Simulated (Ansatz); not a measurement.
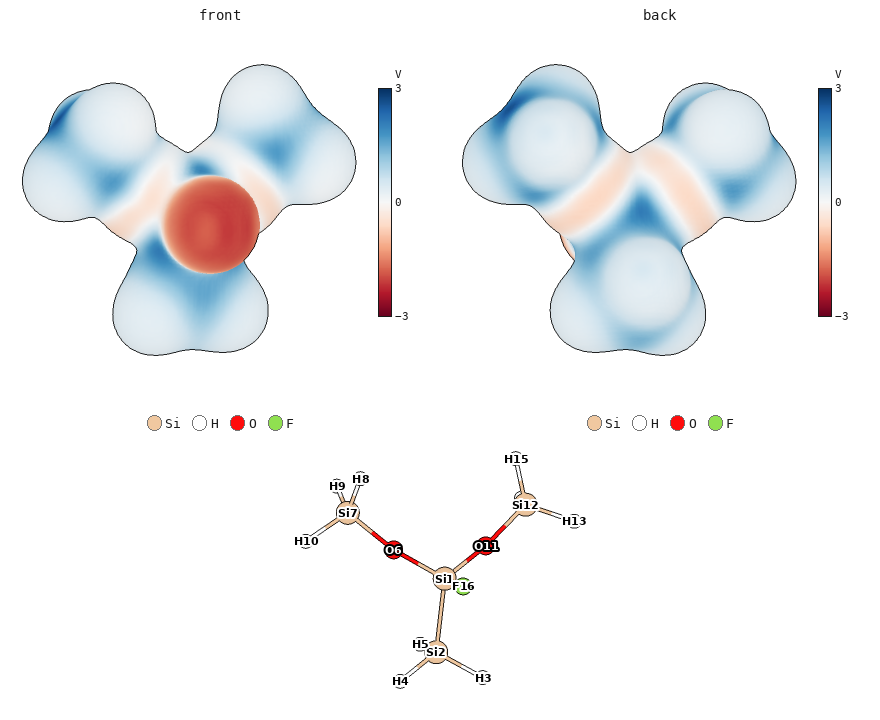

FH9O2Si4. The electrostatic potential painted on the density surface at 0.004 e/bohr³, seen from the front and from behind; the colour scale runs from red (negative) to blue (positive). The bare structure is drawn below in the same view.

Level of theory: RKS BHLYP/6-31G in Ansatz 0.2.0.

```yaml
atoms:
  - { symbol: Si, position_ang: [-0.3070, -0.5734, 0.5225] }
  - { symbol: Si, position_ang: [-0.0106, 0.0567, 2.7460] }
  - { symbol: H, position_ang: [-1.3339, 0.1971, 3.4137] }
  - { symbol: H, position_ang: [0.8082, -0.9607, 3.4609] }
  - { symbol: H, position_ang: [0.6974, 1.3672, 2.7744] }
  - { symbol: O, position_ang: [1.1375, -0.7930, -0.2481] }
  - { symbol: Si, position_ang: [2.4139, -1.1532, -1.2894] }
  - { symbol: H, position_ang: [1.9286, -1.9805, -2.4292] }
  - { symbol: H, position_ang: [2.9841, 0.1220, -1.8072] }
  - { symbol: H, position_ang: [3.4573, -1.8982, -0.5331] }
  - { symbol: O, position_ang: [-1.2528, 0.5083, -0.2924] }
  - { symbol: Si, position_ang: [-2.1994, 1.3768, -1.3849] }
  - { symbol: H, position_ang: [-3.6350, 1.2222, -1.0226] }
  - { symbol: H, position_ang: [-1.8124, 2.8127, -1.3083] }
  - { symbol: H, position_ang: [-1.9719, 0.8734, -2.7695] }
  - { symbol: F, position_ang: [-1.1100, -2.0528, 0.4537] }
```

### Which sites attract a positive test charge, and which a negative one?

A positive charge is drawn to the negative regions and a negative charge to the positive ones. The most negative region (about −2.1 V) lies over F16, the most positive (about +2.4 V) over Si7 and Si12.
